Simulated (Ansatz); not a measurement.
Base system: KI in the rock salt structure (space group Fm-3m, No. 225; a = 7.182 Å).

It is then changed as follows: every lattice vector is stretched by 2.50 %; the atoms relax in the strained cell.

Method: PBE/PAW in Ansatz (a program for electronic structure), without spin-orbit coupling.

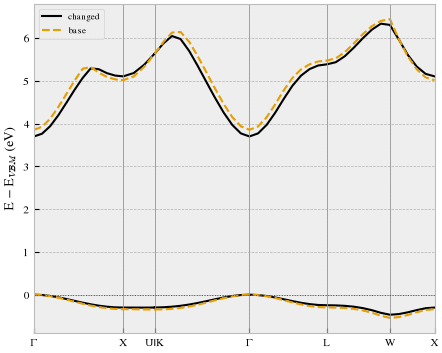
*Highest valence and lowest conduction band along the path, each from its own valence-band maximum*

**Question.** From the figure, how large is the changed gap, and is it direct?

**Answer.** About 3.7 eV, direct at Γ.

With I present, leaving out spin-orbit coupling can change the band edges. Whether these cells are dynamically stable was not tested.
